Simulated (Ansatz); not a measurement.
Partial pair distribution functions of a relaxed model of amorphous Si$_{72}$Ge$_{24}$, broadened by 0.06 Å; density 3.12 g/cm³. Method: PBE, scalar-relativistic without spin-orbit coupling (plane waves to 420 eV, PAW; Ansatz, a first-principles code).

The cell was made by melting and quenching with the CHGNet potential and then relaxed with DFT. The hot cell started wider than the set density and was brought back towards it in steps. It is the lowest in DFT energy of 4 quenches. It is a model cell: composition and starting density were chosen by hand, and all elements were melted together. No dispersion term was used. Its density started from a set value of 3.12 and ended at 3.12 g/cm³. The simulated quench (nominally 52 K/ps over its main leg) is rapid and tends to freeze in more defects than a deposited or slowly cooled glass has. Values belong to this one cell and scatter from quench to quench. The volume was held where the preparation left it and the shape relaxed, at a PBE pressure of 0.1 GPa. On a 2×2×2 Γ-centred mesh force components of up to 0.26 eV/Å stay, since the relaxation ran on one k-point at (1/4, 1/4, 1/4).

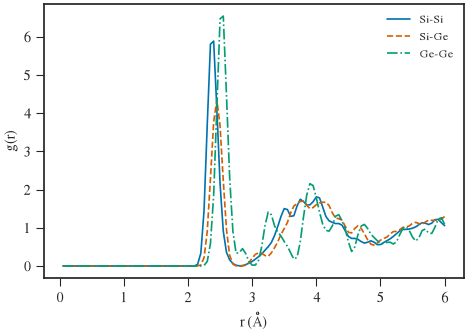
Figure. Partial pair distribution functions

Highest peaks under 4.5 Å: Si-Si near 2.40 Å, Si-Ge near 2.45 Å, Ge-Ge near 2.55 Å; pairs of few atoms are noisy.

Within 2.72 Å each Si has 3.22 Si neighbours on average.
